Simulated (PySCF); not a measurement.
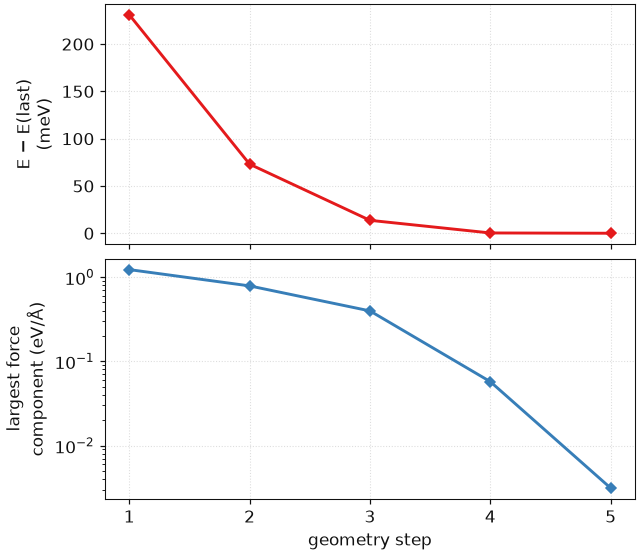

History of a geometry optimisation. The start has point group D∞h, which is kept. A held symmetry can leave a saddle point.

I2Nd molecule (charge +1), multiplicity 4; PySCF, UKS-based PBE0, Nd def2-SVP with ECP28, I def2-SVP with ECP28; non-relativistic Hamiltonian with scalar-relativistic core potentials; density fitting.

**How did the optimisation end?**

The optimisation met its thresholds at geometry 5, counting the start as the first. The energy fell by about 230 meV from the first step to the last. The largest force component goes from about 1.2 eV/Å at the start to 3 × 10⁻³ eV/Å at the end.
